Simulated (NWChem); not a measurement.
# BH2SO (SMILES O[B]S): UCCSD/def2-SVP

What is the vertical ionisation energy of BH2SO at UCCSD/def2-SVP? 

Program for the calculation: NWChem 7.3.0.

10 further runs of the same task are left out: 10 set aside as unsound or not needed.

### 1 Starting point

BH2SO has 5 atoms, charge 0, and is taken as a doublet. As SMILES, `O[B]S`. Geometry: relaxed at PBE0-D4/def2-TZVP. This is a higher conformer, about 7 kJ/mol above the lowest found by a separate search.

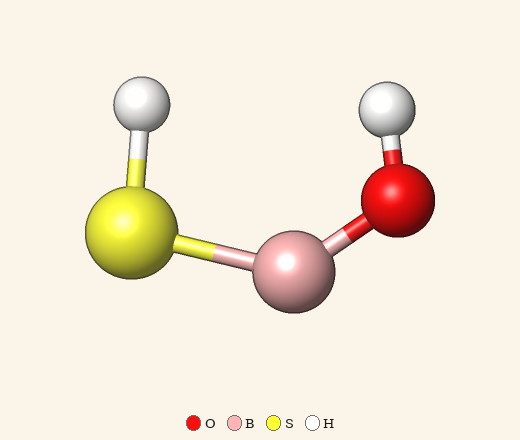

Viewed from a chosen angle; oxygen red, boron pink, sulfur yellow, hydrogen white.

### 2 A single-point energy at UCCSD/def2-SVP

The input, work.nw:

```
start work
title "BH2OS"
memory 2200 mb
geometry noautosym nocenter noautoz
   O       -1.294700      -0.054700      -0.435600
   B       -0.454300       0.825600       0.109700
   S        1.253800       0.694200       0.611100
   H       -0.947100      -0.940000      -0.604700
   H        1.492100      -0.598600       0.278200
end
basis spherical bse
   * library def2-SVP
end
scf
   doublet
   uhf
   thresh 0.01
   maxiter 80
   print low
end
tce
   scf
   ccsd
   freeze core 7
   maxiter 60
end
task tce energy
```

On the command line:

```bash
nwchem work.nw > work.out
```

The program printed, cut to the lines that bear on the results:

```text
[...]
  functions       =    56
[...]
  wavefunction    = UHF
[...]
         Total SCF energy =   -498.056848075577
      One electron energy =   -847.616323092118
      Two electron energy =    268.709696737719
 Nuclear repulsion energy =     80.849778278823
                       Sz =      0.5000
                 Sz(Sz+1) =      0.7500
                      S^2 =      0.7551
[...]
         Wavefunction type : Unrestricted Hartree-Fock
          No. of electrons :    31
[...]
         Spin multiplicity : doublet
[...]
 CCSD total energy / hartree       =      -498.464042163724514
[...]
```

Wall time 9 s (1 thread of Intel Xeon Platinum 8488C (Sapphire Rapids), shared host); peak memory 0.31 GiB.

### 3 The singlet cation, same level

The input, calc.nw:

```
start calc
title "BH2OS energy"
memory 2200 mb
charge 1

geometry units angstroms noautosym nocenter noautoz
   O     -1.294700    -0.054700    -0.435600
   B     -0.454300     0.825600     0.109700
   S      1.253800     0.694200     0.611100
   H     -0.947100    -0.940000    -0.604700
   H      1.492100    -0.598600     0.278200
end

basis spherical bse
   O library def2-SVP
   B library def2-SVP
   S library def2-SVP
   H library def2-SVP
end

scf
   singlet
   rhf
   thresh 0.01
   maxiter 80
   noprint "final vectors analysis"
end

ccsd
   freeze core 7
   maxiter 60
end

task ccsd
```

On the command line:

```bash
nwchem calc.nw > calc.out
```

The program printed, cut to the lines that bear on the results:

```text
[...]
  functions       =    56
[...]
  wavefunction    = RHF
[...]
         Total SCF energy =   -497.759619843957
      One-electron energy =   -839.255125812322
      Two-electron energy =    260.645727689542
 Nuclear repulsion energy =     80.849778278823
        Time for solution =      2.5s
[...]
 Total MP2 energy:           -498.140688301135071
[...]
             energy      energy      error      ampl     ampl      Block
                                                time     time      time
[...]
 Total CCSD energy:           -498.166251912617440
[...]
```

Wall time 17 s (1 thread of Intel Xeon Platinum 8488C (Sapphire Rapids), shared host); peak memory 0.12 GiB.

### 4 Summary of results

At UCCSD/def2-SVP, 7 core orbitals frozen:

| quantity | value |
| --- | --- |
| doublet BH2SO: total energy | -498.46404 Eh |
| doublet BH2SO: correlation energy (7 core orbitals frozen) | -407.2 mEh |
| doublet BH2SO: ⟨S²⟩ of the reference determinant | 0.755 |
| singlet cation: total energy | -498.16625 Eh |
| singlet cation: correlation energy (7 core orbitals frozen) | -406.6 mEh |
| vertical ionisation energy (to the singlet cation) | 8.103 eV |

What this shows: Removing an electron at fixed nuclei costs 8.10 eV (782 kJ/mol). Only the singlet of the ionised species was computed; a triplet could lie lower.
